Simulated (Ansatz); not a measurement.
A series of calculations on CH5OS

**1. Relaxation**

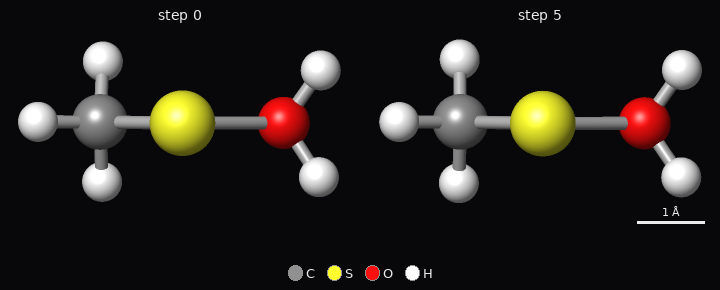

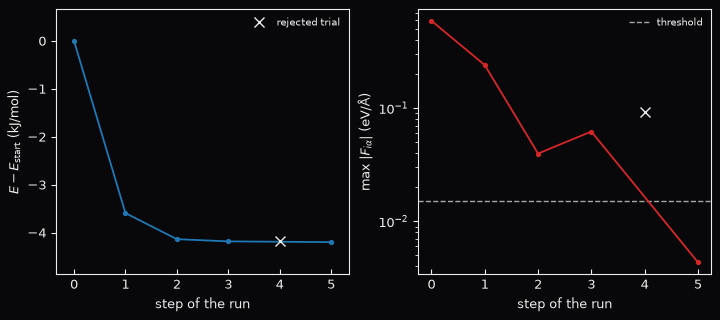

First and last geometry of a relaxation of CH$_{5}$OS (charge +1), with the history of the run. A ball-and-stick model, seen face on.

The run prepares an end point of a later path (torsion) calculation, from a guessed geometry.

All numbers below come from RKS PBE-D4/def2-SVP in Ansatz 0.2.0.

Input
```yaml
crystal:
  periodic: [false, false, false]
  atoms:
    - { symbol: C, position_ang: [-0.75781, 0.87726, -0.40781] }
    - { symbol: S, position_ang: [-0.06422, 0.20337, 1.0743] }
    - { symbol: O, position_ang: [0.9806, -1.15464, 0.28124] }
    - { symbol: H, position_ang: [-1.38955, 0.15857, -0.92254] }
    - { symbol: H, position_ang: [0.00477, 1.30164, -1.05511] }
    - { symbol: H, position_ang: [-1.38726, 1.68882, -0.03261] }
    - { symbol: H, position_ang: [0.68424, -2.04191, 0.56991] }
    - { symbol: H, position_ang: [1.92923, -1.03311, 0.49262] }
total_charge: 1
basis:
  gaussian: { orbitals: def2-SVP }
hamiltonian:
  xc: pbe
  dispersion: d4
relax:
  f_tol: 0.015
  max_steps: 40
output:
  orbitals: {}
```

Launched with:
```bash
ansatz run input.yaml --threads 1 --pin off --max-ram 2048MiB --backend cpu --events-out ev --progress --plain --runs-dir out
```

Did the run converge, and what did it change?

Answer. It converged. The largest move after the best rigid fit is that of H4, 0.061 Å. By element the largest moves are H 0.061 Å, C 0.026 Å, O 0.023 Å, S 0.021 Å. Near-neighbour distances that change, for instance: C1–H6 1.093 → 1.122 Å, C1–H4 1.087 → 1.107 Å, S2–O3 1.888 → 1.872 Å, O3–H7 0.979 → 0.990 Å. Bond angles that change, for instance: S2–C1–H6 102.8° → 99.2°. The energy falls by 4.20 kJ/mol in 4 accepted moves (5 points after the start). The largest force component goes from 0.59 to 0.0044 eV/Å. The line search rejected the trial step at point 4 of the run. The run took roughly 19 core-seconds on a shared host.

```tsv
step	E − E(0), kJ/mol	largest force component, eV/Å	note
0	0.00	0.5916	
1	-3.59	0.2405	
2	-4.14	0.0397	
3	-4.18	0.0622	
4	-4.17	0.0929	rejected
5	-4.20	0.0044
```

**2. Relaxation**

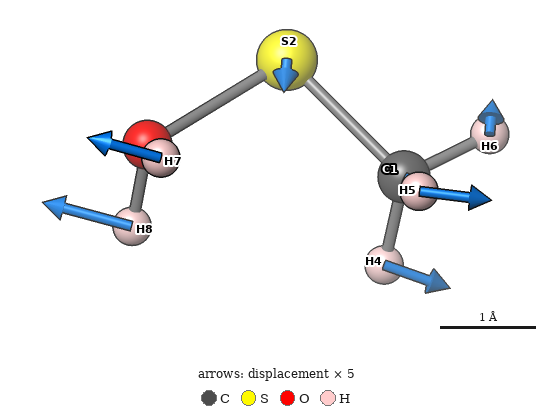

A relaxation of CH₅OS (charge +1). The starting structure is drawn; blue arrows show the displacements, 5 times their true length. The two geometries are superimposed by the best rigid fit.

The picture is a ball-and-stick view, seen at a tilt.

The run prepares an end point of a later path (torsion) calculation, from a guessed geometry.

These are results of RKS PBE-D4/def2-SVP (Ansatz), not measurements. (no spin polarisation; force threshold 0.015 eV/Å; at most 40 steps)

Which element moves most?

Answer. Hydrogen: up to 0.20 Å, against 0.08 Å for sulfur.

Describe the change and its energy.

Answer. An H atom moves most after the best rigid fit: 0.20 Å. Largest moves by element: H 0.20 Å, S 0.08 Å, C 0.06 Å, O 0.01 Å. Some distances before and after: O–S 1.888 → 1.841 Å, C–H 1.093 → 1.121 Å, C–H 1.087 → 1.108 Å, C–S 1.770 → 1.780 Å. Among the angles between lasting bonds that change: S–O–H 111.1° → 117.3°, C–S–O 98.0° → 102.4°, S–C–H 102.8° → 99.1°. After 6 accepted moves (7 points after the start) the energy has fallen by 8.05 kJ/mol. Largest force component: 0.67 eV/Å at the start, 0.0083 eV/Å at the end. The line search rejected the trial step at point 4 of the run. The run took about 24 core-seconds on a shared host.

**3. Path**

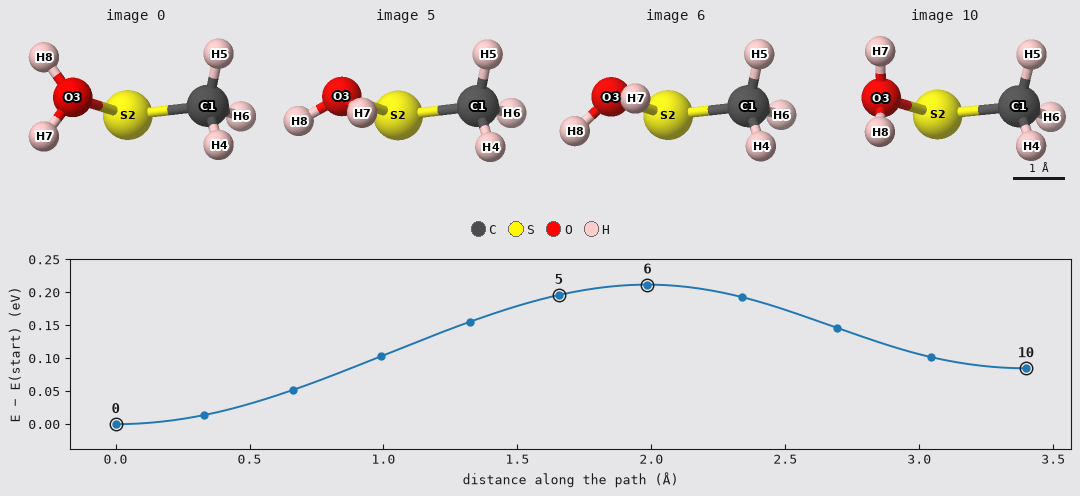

A search for the minimum-energy path of CH5OS (charge +1) by the nudged elastic band. Images are numbered from 0 (start) to 10 (end). Style: ball-and-stick. Shown from a free direction.

The calculation used Ansatz 0.2.0, RKS PBE-D4/def2-SVP. Set-up: 9 movable images; climbing image; force threshold 0.05 eV/Å; iteration limit 60; starting path through a guess of the saddle point.

Describe the mechanism and the energy profile.

The motion is a rotation about the S2–O3 bond by about 180°. No bond forms or breaks between the ends. Among the angles between lasting bonds that change up to the highest image: S2–O3–H8 112.0° → 109.2°. The energy climbs by 0.212 eV to image 6 and then falls by 0.127 eV, so the end point sits at +0.085 eV. The band converged in 9 iterations. The largest component of the band force went from 55 to 0.014 eV/Å. The climbing image converged on the top of the path. Its vibrational analysis gives one imaginary mode (243i cm⁻¹), as a transition state must have.

The run took roughly 4 core-minutes on a shared host.
